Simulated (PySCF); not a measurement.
CS, SMILES `[C-]#[S+]`.

PySCF calculation, BP86/def2-TZVP, gas phase; geometry: GFN2-xTB. No frequency check shows the geometry to be a minimum. GFN2-xTB bond lengths at metals and heavier atoms can be off by up to 0.1 Å and shapes distorted, which carries into these values.

Input

```python
import numpy as np
from pyscf import gto, scf, dft
from pyscf.scf import atom_ks, atom_hf
from scipy.linalg import block_diag

def solve(mol, dm0=None, hcore=None):
    mf = (dft.UKS if mol.spin else dft.RKS)(mol, xc='bp86')
    mf.grids.level = 3
    mf = mf.density_fit(auxbasis='def2-universal-jkfit')
    mf.conv_tol, mf.max_cycle = 1e-8, 80
    if hcore is not None:
        mf.get_hcore = lambda *args: hcore
    mf.kernel(dm0)
    if not mf.converged:
        mf = mf.newton().run(mf.mo_coeff, mf.mo_occ, max_cycle=30)
    assert mf.converged, 'SCF not converged'
    return mf

mol = gto.M(atom='''
C      1.10639     0.00000     0.00000
S     -0.41490     0.00000     0.00000
''', basis='def2-tzvp', charge=0, spin=0, verbose=4)
mf = solve(mol)
mf.analyze()
# spherically averaged free atoms, for the promolecule
atm = atom_ks.get_atm_nrks(mol, xc='bp86')
pro = block_diag(*[(atm[a[0]][2] * atm[a[0]][3]) @ atm[a[0]][2].T for a in mol._atom])
np.savez('result.npz', e=mf.e_tot, c=mf.mo_coeff, occ=mf.mo_occ, eps=mf.mo_energy, pro=pro, dip=mf.dip_moment(verbose=0), s2=mf.spin_square()[0])
```

Run with:

```sh
OMP_NUM_THREADS=1 python input.py
```

The run took 6.2 s on 1 thread of Intel(R) Xeon(R) Processor @ 2.70GHz, with other jobs on the host, peak memory 0.19 GiB.

Partitions, critical points and surface values were worked out afterwards from this run's density.

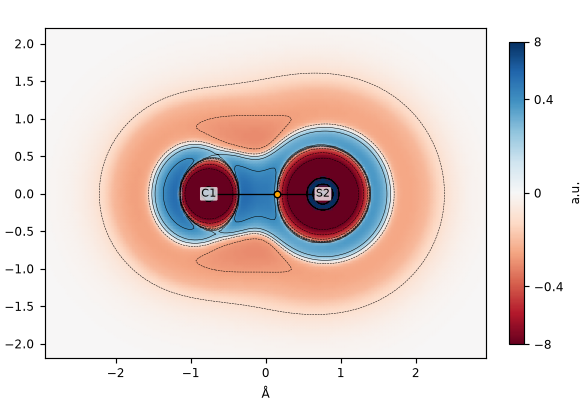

Negative Laplacian of the density (−∇²ρ) in a plane that holds the bond (blue positive, red negative, colour scale in a.u., logarithmic beyond ±0.04), with bond paths and bond critical points (dots).

> At which bond critical points in this plane is charge locally concentrated, and at which depleted?

At none is it concentrated. Depleted (∇²ρ > 0): C1–S2 (+0.06 a.u., H = −0.396).

> Where along C1–S2 does the critical point lie?

0.91 Å from C1 and 0.61 Å from S2.
